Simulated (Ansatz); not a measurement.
**Run report: BSi₂N₂H₉, geometry relaxation (part 1 of 2)**

The run: geometry relaxation of BSi₂N₂H₉. Method and program: RKS PBE0/6-31G* (Ansatz 0.2.0).

It belongs to a series of runs on one base structure; here: end point A relaxed. Figures and captions count atoms from 1; the log counts them from 0 in places.

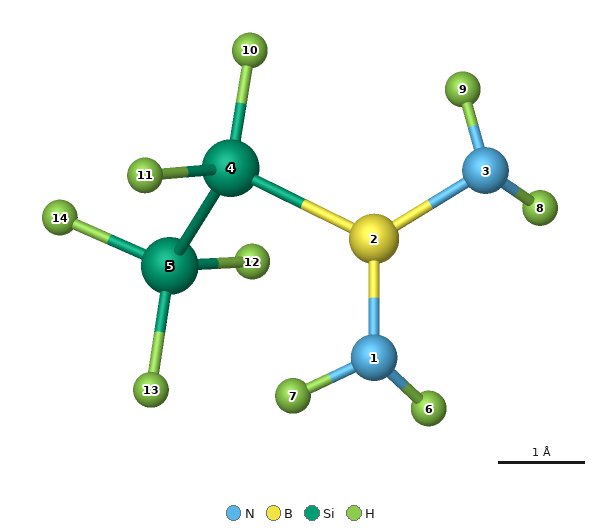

*The structure as given in the input (ball-and-stick view, seen at a tilt; atoms are numbered from 1 in the order of the input).*

Bond lengths as drawn: B–N 1.46 to 1.53 Å, B–Si 2.00 Å, H–N 1.06 to 1.09 Å, H–Si 1.43 to 1.54 Å and Si–Si 2.17 Å.

**Key numbers**

- outcome: converged
- total energy: −19547.9003 eV
- mean-field energy: −19547.9003 eV
- largest force (length of the vector) at the end: 0.010 eV/Å
- hardware: 2 threads of Arm Neoverse V1, 24 GiB of memory available, shared host
- wall time: 39 s (CPU time 75 s)
- peak memory: 0.23 GiB

**Input**
```yaml
crystal:
  periodic: [false, false, false]
  atoms:
    - { symbol: "N", position_ang: [-1.9074, 0.6486, -0.4771] }
    - { symbol: B, position_ang: [-0.9579, -0.4503, -0.6247] }
    - { symbol: "N", position_ang: [-0.9774, -1.2887, -1.9076] }
    - { symbol: Si, position_ang: [0.3692, -0.8228, 0.8214] }
    - { symbol: Si, position_ang: [1.5819, 0.9513, 1.1548] }
    - { symbol: H, position_ang: [-1.7222, 1.4089, -1.2297] }
    - { symbol: H, position_ang: [-1.7735, 1.1651, 0.4352] }
    - { symbol: H, position_ang: [-0.6472, -0.6363, -2.6868] }
    - { symbol: H, position_ang: [-0.1774, -1.982, -1.773] }
    - { symbol: H, position_ang: [1.1447, -1.9781, 0.4871] }
    - { symbol: H, position_ang: [-0.4674, -1.143, 2.0706] }
    - { symbol: H, position_ang: [2.3461, 1.2742, -0.0392] }
    - { symbol: H, position_ang: [0.6802, 2.1302, 1.5128] }
    - { symbol: H, position_ang: [2.4954, 0.6936, 2.285] }
basis:
  gaussian: { orbitals: "6-31G*" }
hamiltonian:
  xc: pbe0
relax:
  f_tol: 0.015
  max_steps: 40
```

Command:
```bash
ansatz run input.yaml --threads 2 --pin off --max-ram 3072MiB --backend cpu --events-out ev --progress --plain --runs-dir out
```

**The program's output**
```
The last accepted step is kept in [file] (removed where the run ends without a failure and the disk answers)
Engine: ansatz 0.2.0, aarch64-unknown-linux-gnu
Functional definition: PBE0
  parameter a = 0.25
  parameter kappa = 0.804
  parameter beta = 0.06672455060314922
  exchange = (1 - a)*pbe_x(kappa = kappa, mu = beta*pi^2/3) + a*exact_x
  correlation = pbe_c(beta = beta)
1143 factors; integrals over basis functions are off by at most 5.8e-4 eV
mean field evaluation 1: about -19539.2717 eV, gradient 5.9e1 eV
mean field evaluation 2: about -19531.2189 eV, gradient 8.2e1 eV
mean field evaluation 4: about -19546.2947 eV, gradient 2.5e0 eV
mean field evaluation 8: about -19546.3363 eV, gradient 2.2e-1 eV
mean field evaluation 16: about -19546.3364 eV, gradient 2.5e-5 eV
mean field -19546.33639902 eV, -718.3146136814 hartree, gradient 2.5e-5 eV, S^2 0.000000; 0 other end points of the search recorded, 0 dependent functions left out
the calculation of the forces begins
reference -19546.33642793 eV, -718.3146147438 hartree; 28, 28 occupied and 73, 73 virtual orbitals, 1143 factors
relax step   1: F+E_penalty+E_count = -19546.33639902 eV  Δ(F+E_penalty+E_count) = +0.000e0 eV  max|allowed force component| = 2.791e0 eV/Å  Δτ_max = 0.0000 Å  (26 SCF iters, accepted)
these checks for a lower state are left out or cut short: starts, cluster_reference, orbital_swaps, neighbouring_geometries, increment
1143 factors; integrals over basis functions are off by at most 6.2e-4 eV
mean field -19547.23516042 eV, -718.3476425536 hartree, gradient 1.2e-5 eV, S^2 0.000000; 0 other end points of the search recorded, 0 dependent functions left out
the calculation of the forces begins
reference -19547.23519032 eV, -718.3476436523 hartree; 28, 28 occupied and 73, 73 virtual orbitals, 1143 factors
relax step   2: F+E_penalty+E_count = -19547.23516042 eV  Δ(F+E_penalty+E_count) = -8.988e-1 eV  max|allowed force component| = 1.728e0 eV/Å  Δτ_max = 0.1948 Å  (28 SCF iters, accepted)
these checks for a lower state are left out or cut short: starts, cluster_reference, orbital_swaps, neighbouring_geometries, increment
1143 factors; integrals over basis functions are off by at most 6.5e-4 eV
mean field evaluation 32: about -19547.4474 eV, gradient 8.2e-6 eV
mean field -19547.44740950 eV, -718.3554425635 hartree, gradient 8.2e-6 eV, S^2 0.000000; 0 other end points of the search recorded, 0 dependent functions left out
the calculation of the forces begins
reference -19547.44743977 eV, -718.3554436758 hartree; 28, 28 occupied and 73, 73 virtual orbitals, 1143 factors
relax step   3: F+E_penalty+E_count = -19547.44740950 eV  Δ(F+E_penalty+E_count) = -2.122e-1 eV  max|allowed force component| = 1.693e0 eV/Å  Δτ_max = 0.2000 Å  (32 SCF iters, accepted)
these checks for a lower state are left out or cut short: starts, cluster_reference, orbital_swaps, neighbouring_geometries, increment
1143 factors; integrals over basis functions are off by at most 6.5e-4 eV
mean field -19547.73709601 eV, -718.3660883463 hartree, gradient 1.6e-5 eV, S^2 0.000000; 0 other end points of the search recorded, 0 dependent functions left out
the calculation of the forces begins
reference -19547.73712653 eV, -718.3660894679 hartree; 28, 28 occupied and 73, 73 virtual orbitals, 1143 factors
relax step   4: F+E_penalty+E_count = -19547.73709601 eV  Δ(F+E_penalty+E_count) = -2.897e-1 eV  max|allowed force component| = 7.518e-1 eV/Å  Δτ_max = 0.1976 Å  (27 SCF iters, accepted)
these checks for a lower state are left out or cut short: starts, cluster_reference, orbital_swaps, neighbouring_geometries, increment
1143 factors; integrals over basis functions are off by at most 6.3e-4 eV
mean field -19547.84439221 eV, -718.3700314089 hartree, gradient 7.8e-6 eV, S^2 0.000000; 0 other end points of the search recorded, 0 dependent functions left out
the calculation of the forces begins
reference -19547.84442283 eV, -718.3700325341 hartree; 28, 28 occupied and 73, 73 virtual orbitals, 1143 factors
relax step   5: F+E_penalty+E_count = -19547.84439221 eV  Δ(F+E_penalty+E_count) = -1.073e-1 eV  max|allowed force component| = 3.628e-1 eV/Å  Δτ_max = 0.2000 Å  (28 SCF iters, accepted)
these checks for a lower state are left out or cut short: starts, cluster_reference, orbital_swaps, neighbouring_geometries, increment
1143 factors; integrals over basis functions are off by at most 6.0e-4 eV
mean field -19547.86695764 eV, -718.3708606733 hartree, gradient 1.4e-5 eV, S^2 0.000000; 0 other end points of the search recorded, 0 dependent functions left out
the calculation of the forces begins
reference -19547.86698829 eV, -718.3708617994 hartree; 28, 28 occupied and 73, 73 virtual orbitals, 1143 factors
relax step   6: F+E_penalty+E_count = -19547.86695764 eV  Δ(F+E_penalty+E_count) = -2.257e-2 eV  max|allowed force component| = 1.371e-1 eV/Å  Δτ_max = 0.2000 Å  (27 SCF iters, accepted)
these checks for a lower state are left out or cut short: starts, cluster_reference, orbital_swaps, neighbouring_geometries, increment
1143 factors; integrals over basis functions are off by at most 5.8e-4 eV
mean field -19547.89677709 eV, -718.3719565179 hartree, gradient 2.0e-5 eV, S^2 0.000000; 0 other end points of the search recorded, 0 dependent functions left out
the calculation of the forces begins
reference -19547.89680753 eV, -718.3719576364 hartree; 28, 28 occupied and 73, 73 virtual orbitals, 1143 factors
relax step   7: F+E_penalty+E_count = -19547.89677709 eV  Δ(F+E_penalty+E_count) = -2.982e-2 eV  max|allowed force component| = 4.468e-2 eV/Å  Δτ_max = 0.2000 Å  (27 SCF iters, accepted)
these checks for a lower state are left out or cut short: starts, cluster_reference, orbital_swaps, neighbouring_geometries, increment
1143 factors; integrals over basis functions are off by at most 5.8e-4 eV
mean field evaluation 64: about -19547.8984 eV, gradient 5.0e-5 eV
mean field -19547.89838917 eV, -718.3720157605 hartree, gradient 8.5e-6 eV, S^2 0.000000; 0 other end points of the search recorded, 0 dependent functions left out
the calculation of the forces begins
reference -19547.89841958 eV, -718.3720168782 hartree; 28, 28 occupied and 73, 73 virtual orbitals, 1143 factors
relax step   8: F+E_penalty+E_count = -19547.89838917 eV  Δ(F+E_penalty+E_count) = -1.612e-3 eV  max|allowed force component| = 3.860e-2 eV/Å  Δτ_max = 0.1644 Å  (27 SCF iters, accepted)
these checks for a lower state are left out or cut short: starts, cluster_reference, orbital_swaps, neighbouring_geometries, increment
1143 factors; integrals over basis functions are off by at most 5.8e-4 eV
mean field -19547.89903482 eV, -718.3720394877 hartree, gradient 6.9e-6 eV, S^2 0.000000; 0 other end points of the search recorded, 0 dependent functions left out
the calculation of the forces begins
reference -19547.89906514 eV, -718.3720406021 hartree; 28, 28 occupied and 73, 73 virtual orbitals, 1143 factors
relax step   9: F+E_penalty+E_count = -19547.89903482 eV  Δ(F+E_penalty+E_count) = -6.457e-4 eV  max|allowed force component| = 4.910e-2 eV/Å  Δτ_max = 0.0624 Å  (28 SCF iters, accepted)
these checks for a lower state are left out or cut short: starts, cluster_reference, orbital_swaps, neighbouring_geometries, increment
1143 factors; integrals over basis functions are off by at most 5.7e-4 eV
mean field -19547.90024945 eV, -718.3720841245 hartree, gradient 6.8e-6 eV, S^2 0.000000; 0 other end points of the search recorded, 0 dependent functions left out
the calculation of the forces begins
reference -19547.90027973 eV, -718.3720852374 hartree; 28, 28 occupied and 73, 73 virtual orbitals, 1143 factors
relax step  10: F+E_penalty+E_count = -19547.90024945 eV  Δ(F+E_penalty+E_count) = -1.215e-3 eV  max|allowed force component| = 8.721e-3 eV/Å  Δτ_max = 0.0197 Å  (28 SCF iters, accepted)
1143 factors; integrals over basis functions are off by at most 5.7e-4 eV
mean field evaluation 96: about -19547.9002 eV, gradient 2.2e-4 eV
```

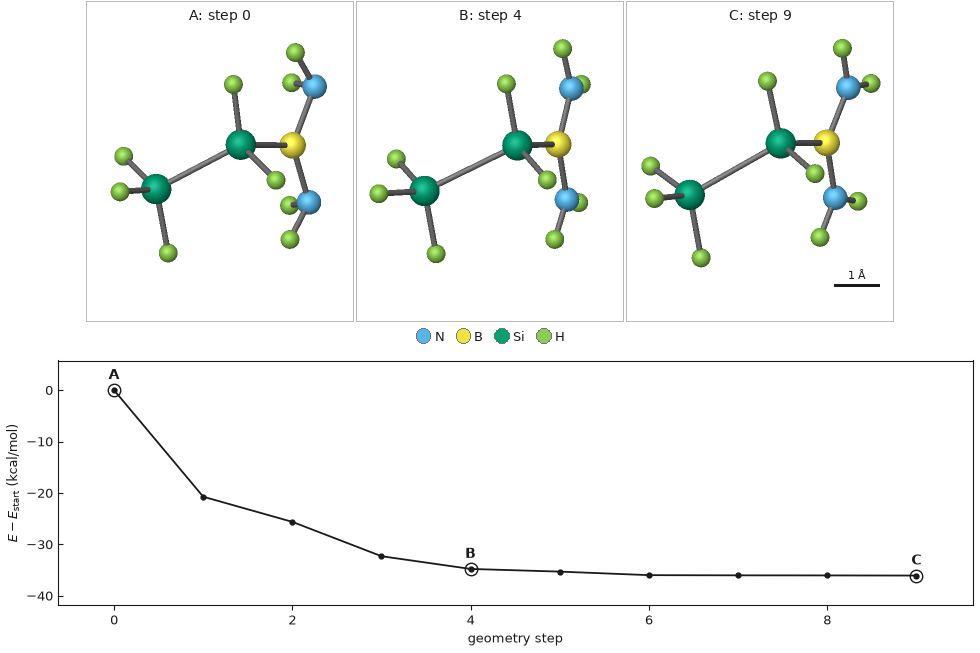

*Frames of the relaxation (ball-and-stick view, seen at a tilt) above the curves, on which the letters mark them (the first geometry is step 0 here and step 1 in the log).*

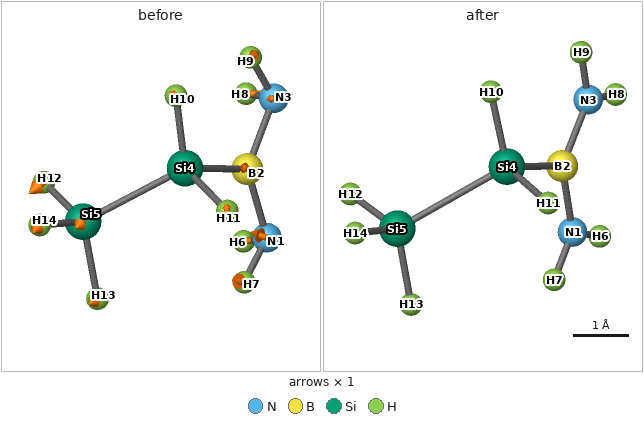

*Before (left) and after (right) the relaxation, at one scale (ball-and-stick view, seen at a tilt). The orange arrows give the displacements, at true length.*

The largest move after the best rigid fit is that of H8, 0.88 Å. Largest moves by element: H 0.88 Å, N 0.38 Å, Si 0.28 Å, B 0.20 Å. Distances before and after: Si4–Si5 2.175 → 2.341 Å, B2–N3 1.533 → 1.413 Å, N1–H6 1.086 → 1.010 Å, Si4–H10 1.431 → 1.498 Å. Among the angles that change: B2–N3–H9 103.9° → 122.7°, B2–N3–H8 105.8° → 124.0°, B2–N1–H6 110.3° → 123.8°. After 9 geometry steps the energy has fallen by 36.1 kcal/mol. The largest force component goes from 2.8 to 0.0087 eV/Å. (Atoms are counted from 1 in the order of the input.)

```
mean field -19547.90024945 eV, -718.3720841245 hartree, gradient 6.8e-6 eV, S^2 0.000000; 1 other end points of the search recorded, 0 dependent functions left out
the calculation of the forces begins
reference -19547.90027973 eV, -718.3720852374 hartree; 28, 28 occupied and 73, 73 virtual orbitals, 1143 factors
Total energy: -19547.90027973 eV, -718.3720852374 hartree
Atom 0 at    -1.623539     0.814721    -0.682698 Å, force    -0.002176     0.005300    -0.000200 eV/Å
Atom 1 at    -0.838365    -0.359509    -0.762224 Å, force     0.003526    -0.008721    -0.001913 eV/Å
Atom 2 at    -0.859018    -1.197870    -1.900050 Å, force    -0.003598    -0.002629     0.002555 eV/Å
Atom 3 at     0.376224    -0.839329     0.796511 Å, force     0.001031     0.000321    -0.006255 eV/Å
Atom 4 at     1.691525     0.994447     1.417472 Å, force    -0.000291     0.000469     0.005944 eV/Å
Atom 5 at    -2.258216     1.117291    -1.408144 Å, force     0.004388     0.000290     0.000948 eV/Å
Atom 6 at    -1.618245     1.425070     0.117979 Å, force     0.000574    -0.003513    -0.006158 eV/Å
Atom 7 at    -1.425882    -1.026024    -2.718511 Å, force    -0.003254     0.004663     0.001795 eV/Å
Atom 8 at    -0.303467    -2.033982    -1.969967 Å, force     0.003416     0.002156     0.005546 eV/Å
Atom 9 at     1.288679    -1.981621     0.468281 Å, force    -0.002742     0.001361    -0.003679 eV/Å
```
